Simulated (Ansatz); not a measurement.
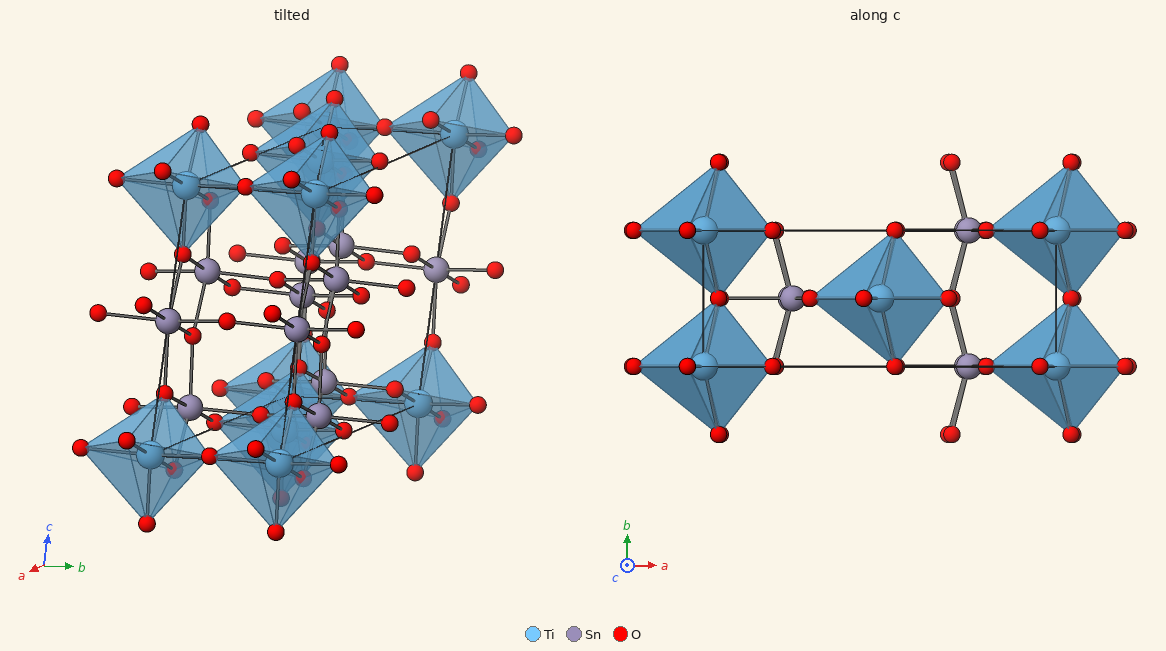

The image is a polyhedral drawing of a crystal, viewed slightly off an axis and along the c axis. The wireframe shows the conventional unit cell. Some atoms of the next cells are drawn as well.

TiSn3O8, space group Cm (No. 8), a = 10.919 Å, b = 3.933 Å, c = 7.848 Å, α = 90.00°, β = 111.00°, γ = 90.00°. The starting point was a structure type filled with these elements by a generator (whether the compound takes this form wasn't checked). Earlier steps of the study, as a rule a relaxation of our own, may have changed the cell and positions, so they can lie some per cent off the listed ones. A calculation with Ansatz used it as input.

This one geometry was computed with Ansatz (DFT, plane waves, PAW) at five levels of theory: HSE06, r2SCAN, PBE0, PBE with spin-orbit coupling and PBE. It was relaxed beforehand with r2SCAN.

**Which level gives the highest pressure at this volume, and what does that say about its equilibrium volume?**

Highest: PBE with spin-orbit coupling (6.3 GPa) and PBE (6.3 GPa), which points to the largest equilibrium volume. Lowest, with the smallest volume: HSE06 (-1.6 GPa) and PBE0 (-1.7 GPa). Levels within 0.5 GPa of each other can't be told apart.

**How does the band gap change with the level of theory?**

PBE with spin-orbit coupling: a gap of 2.52 eV, indirect; PBE: a gap of 2.53 eV, indirect; r2SCAN: a gap of 3.11 eV, indirect; HSE06: a gap of 4.16 eV, indirect; PBE0: a gap of 4.90 eV, indirect.

**Collect the results in a table.**

| level | cutoff (eV) | k-mesh of the run's cell | gap (eV) | pressure (GPa) |
| --- | --- | --- | --- | --- |
| HSE06 | 420 | 4×4×2 | 4.16 | -1.6 |
| r2SCAN | 500 | 8×8×4 | 3.11 | 0.0 |
| PBE0 | 420 | 4×4×2 | 4.90 | -1.7 |
| PBE with spin-orbit coupling | 420 | 8×8×4 | 2.52 | 6.3 |
| PBE | 420 | 8×8×4 | 2.53 | 6.3 |

Gaps are taken on the k-mesh or band path of each run.
